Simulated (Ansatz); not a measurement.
The calculation's input:

```
crystal:
  periodic: [false, false, false]
  atoms:
    - symbol: C
      position_ang: [-1.848404, 1.156459, 0.566669]
    - symbol: C
      position_ang: [-1.820024, 1.874888, -0.797391]
    - symbol: Ga
      position_ang: [-0.126060, 1.660401, -1.755746]
    - symbol: H
      position_ang: [-2.830462, 1.336407, 1.018012]
    - symbol: H
      position_ang: [-1.094394, 1.541548, 1.258753]
    - symbol: H
      position_ang: [-1.724540, 0.074033, 0.472757]
    - symbol: H
      position_ang: [-1.956855, 2.959862, -0.705820]
    - symbol: H
      position_ang: [-2.584731, 1.498421, -1.488603]
    - symbol: H
      position_ang: [1.233622, 1.467999, -2.487292]
basis:
  gaussian: {orbitals: def2-TZVPD}
total_charge: 1
hamiltonian: {xc: {name: PBE0}}
output: {forces: true, orbitals: {seedname: orbitals}}
```

Launched as:

```sh
ansatz run input.yaml --threads 1 --pin off --max-ram 2610MiB --events-out events.jsonl --progress --plain --runs-dir runs
```

Geometry: B3LYP/6-31G*.

Theory: isolated molecule in a Gaussian basis; Kohn-Sham density functional theory, functional PBE0 (Ansatz 0.2.0).

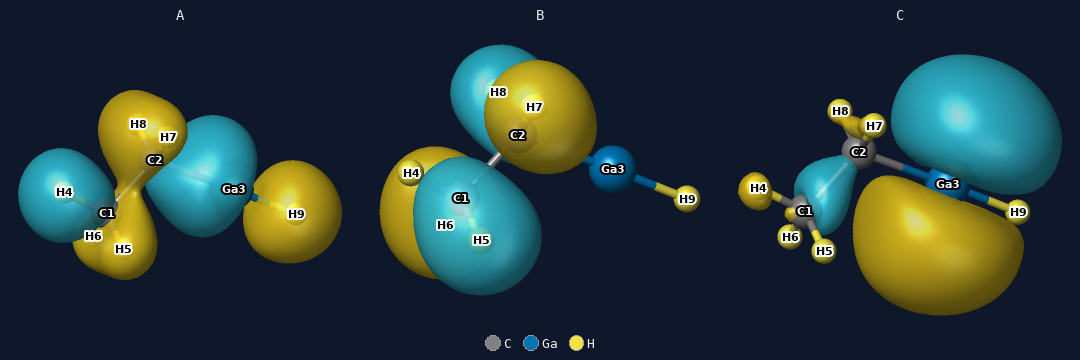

C$_{2}$H$_{6}$Ga (SMILES C[CH2][GaH+]) (charge +1). Three frontier orbitals at ±0.08 Å⁻³ᐟ² (yellow and cyan are the two phases), in no order.

Which picture is the HOMO−1, the HOMO and the LUMO?

Answer. B is the HOMO−1 (−15.01 eV). It lies mainly on C1 (about 35 %), C2 (about 15 %), H6 (about 15 %), H5 (about 15 %), H7 (about 5 %) and H8 (about 5 %). A is the HOMO (−13.88 eV). By Hirshfeld shares it lies mainly on C2 (about 25 %), Ga3 (about 25 %), C1 (about 15 %), H9 (about 10 %) and H4 (about 10 %). C is the LUMO (−7.26 eV). By Hirshfeld shares it lies mainly on Ga3 (about 80 %).

What is the HOMO–LUMO gap?

Answer. 6.62 eV between the orbital energies.
